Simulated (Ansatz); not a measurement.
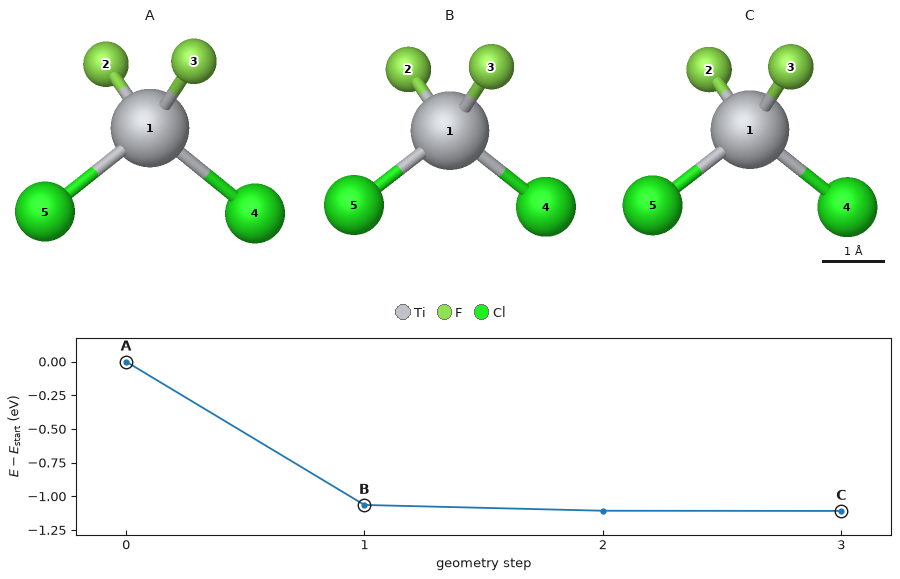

Frames of a relaxation of TiCl2F2, marked on the history of the run. A ball-and-stick model, seen at a tilt.

The run prepares the start of a later molecular dynamics calculation, from a guessed geometry.

These are results of RHF/def2-SVP (Ansatz), not measurements.

Input
```yaml
crystal:
  periodic: [false, false, false]
  atoms:
    - { symbol: Ti, position_ang: [0.0, 0.0, 0.0] }
    - { symbol: F, position_ang: [0.0, 0.0, 1.83] }
    - { symbol: F, position_ang: [1.7257, 0.0, -0.6094] }
    - { symbol: Cl, position_ang: [-1.1163, 1.9339, -0.7892] }
    - { symbol: Cl, position_ang: [-1.1163, -1.9339, -0.7892] }
basis:
  gaussian: { orbitals: def2-SVP }
hamiltonian:
  xc: hf
relax:
  f_tol: 0.02
  max_steps: 40
```

Launched with:
```bash
ansatz run input.yaml --threads 1 --pin off --max-ram 2048MiB --backend cpu --events-out ev --progress --plain --runs-dir out
```

Describe the path.

Answer. The largest moves after the best rigid fit, 0.17 Å, are those of Cl4 and Cl5. Largest moves by element: Cl 0.17 Å, F 0.14 Å, Ti 0.03 Å. Some distances before and after: Ti1–Cl4 2.368 → 2.180 Å, Ti1–F2 1.830 → 1.709 Å. After 3 geometry steps the energy has fallen by 1.108 eV. Largest force component: 3.9 eV/Å at the start, 0.02 eV/Å at the end. Cost: 13 s on 1 thread of Arm Neoverse V2, with other jobs on the host, peak memory 0.2 GiB. From step 0 to 1: Cl atoms move most (0.20 Å), energy −1.064 eV. From step 1 to 3: Cl atoms move most (0.03 Å), energy −0.044 eV.

```csv
step,"E − E(0), eV","largest force component, eV/Å"
0,0.0000,3.9077
1,-1.0636,1.4080
2,-1.1065,0.2025
3,-1.1080,0.0195
```

Limits of the set-up: Hartree-Fock leaves out electron correlation.
